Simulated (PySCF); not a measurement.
# InH2(OMe) (CH$_{5}$InO): electronic structure

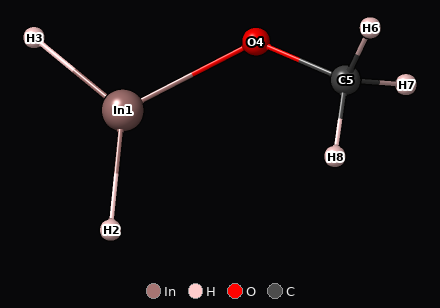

The molecule, with its atoms numbered as below. No frequency check shows the geometry to be a minimum.

Geometry (Å), atoms numbered from 1:

```
In1     -0.6120   -0.0306    0.0002
H2      -0.9285   -1.7193   -0.0070
H3      -1.7004    1.2675    0.0103
O4       1.2546    0.5818   -0.0051
C5       2.4027   -0.2294    0.0012
H6       2.9993   -0.0069    0.8976
H7       3.0034   -0.0160   -0.8836
H8       2.1627   -1.3046    0.0058
```

### 1. Bonding charge

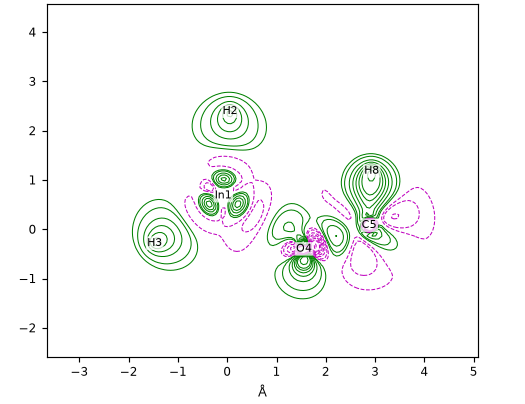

Deformation density (molecule less spherical, spin-averaged free atoms) in the plane of In1, H2, H3, O4, C5 and H8; contours at ±0.05 to ±0.8 e/Å³; solid green lines: gain, dashed magenta lines: loss.

PySCF calculation, BLYP/def2-SVPD, gas phase; geometry: GFN2-xTB. Core potentials replace the inner electrons of In; spin–orbit coupling isn't included.

**How much density has each bond in this plane gained at its critical point, relative to the free atoms?**

C5–H8: +0.67 e/Å³ at the bond critical point (bond length 1.10 Å). In1–H3: +0.16 e/Å³ at the bond critical point (bond length 1.69 Å). In1–H2: +0.15 e/Å³ at the bond critical point (bond length 1.72 Å). O4–C5: +0.12 e/Å³ at the bond critical point (bond length 1.41 Å). In1–O4: −0.02 e/Å³ at the bond critical point (bond length 1.96 Å); up to 0.6 Å beside the axis the gain reaches +0.15 e/Å³. In all, 1.7 electrons gather in the regions of gain relative to the promolecule. A small or negative value marks a very polar bond, one between electron-rich atoms, whose free-atom densities already overlap strongly, a long bond to a heavier atom, or a closed-shell contact such as a hydrogen bond.

**Where do the Hirshfeld charges lie?**

The highest Hirshfeld charge is on In1 (+0.50 e), the lowest on O4 (−0.30 e).

| atom | charge (e) |
| --- | --- |
| In1 | +0.50 |
| H2 | −0.12 |
| H3 | −0.12 |
| O4 | −0.30 |
| C5 | −0.03 |
| H6 | +0.03 |
| H7 | +0.03 |
| H8 | +0.02 |

### 2. Bond critical points

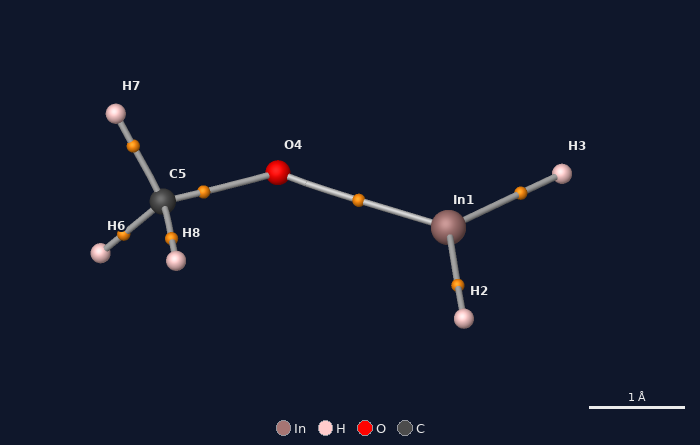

Molecular graph of the electron density (QTAIM): bond paths, bond critical points (orange), ring points (yellow, if any); weak paths are dashed.

**How many critical points of each kind are there, and does the count close?**

8 nuclei, 7 bond, 0 ring and 0 cage critical points: 8 − 7 + 0 − 0 = 1, as the Poincaré–Hopf relation requires.

**What does the calculation give at each kind of bond critical point?**

```json
{"bond": "C5–H7", "length (Å)": "1.091", "ρ (a.u.)": "0.282", "∇²ρ (a.u.)": "−1.06", "ε": "0.04", "H (a.u.)": "−0.304"}
{"bond": "C5–H6", "length (Å)": "1.100", "ρ (a.u.)": "0.276", "∇²ρ (a.u.)": "−1.01", "ε": "0.04", "H (a.u.)": "−0.293"}
{"bond": "C5–H8", "length (Å)": "1.102", "ρ (a.u.)": "0.274", "∇²ρ (a.u.)": "−0.99", "ε": "0.04", "H (a.u.)": "−0.288"}
{"bond": "O4–C5", "length (Å)": "1.406", "ρ (a.u.)": "0.260", "∇²ρ (a.u.)": "−0.48", "ε": "0.02", "H (a.u.)": "−0.363"}
{"bond": "In1–H3", "length (Å)": "1.694", "ρ (a.u.)": "0.107", "∇²ρ (a.u.)": "+0.17", "ε": "0.02", "H (a.u.)": "−0.042"}
{"bond": "In1–O4", "length (Å)": "1.964", "ρ (a.u.)": "0.107", "∇²ρ (a.u.)": "+0.67", "ε": "0.06", "H (a.u.)": "−0.009"}
{"bond": "In1–H2", "length (Å)": "1.718", "ρ (a.u.)": "0.103", "∇²ρ (a.u.)": "+0.16", "ε": "0.03", "H (a.u.)": "−0.039"}
```

**What kind of interaction is In1–O4?**

Polar or intermediate (positive Laplacian, negative energy density H): ρ = 0.107, ∇²ρ = +0.67, H = −0.009 a.u.

### 3. Local ionisation energy

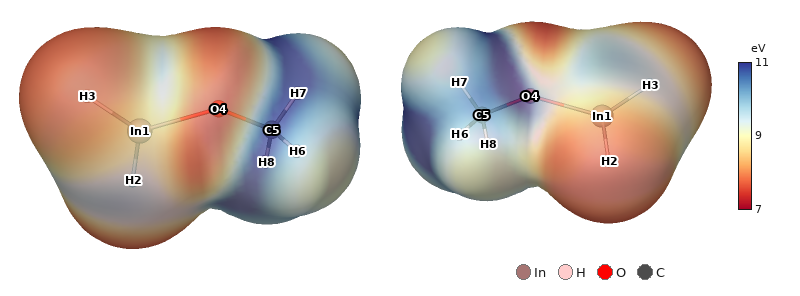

Average local ionisation energy on the surface of electron density 0.001 a.u. (back view left, front view right).

**Locate the minima of the map.**

The lowest value is 7.5 eV, 1.9 Å from O4, and at like points elsewhere. Further minima include 7.6 eV, 1.6 Å from H2; 7.7 eV, 1.6 Å from H3; 8.8 eV, 1.4 Å from H6. For comparison, the highest occupied orbital lies at −6.0 eV.

The PySCF run shown took 13 s on 1 thread of Arm Neoverse V2, on a shared host.
